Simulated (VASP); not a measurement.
Band structure of W (space group Pm-3n). Computed with PBEsol GGA, VASP's PBE PAW potentials (set 64) (plane waves; VASP 6.6.1).

Unless said otherwise, spin-orbit coupling is left out, though it shifts the bands of the heavy elements here.

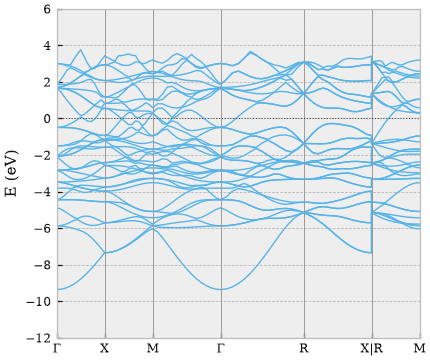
*Bands along high-symmetry lines, zero at the valence-band maximum or, without a gap, the Fermi level*

### Question
Read the plot: is there a gap, and where are the band edges?

### Answer
It has no gap at this level: it comes out as a metal or semimetal. (Edges off the drawn lines would not show.)

The structure comes from a measured W entry (Pm-3n) of the Crystallography Open Database, whose conditions weren't checked. It was relaxed first.
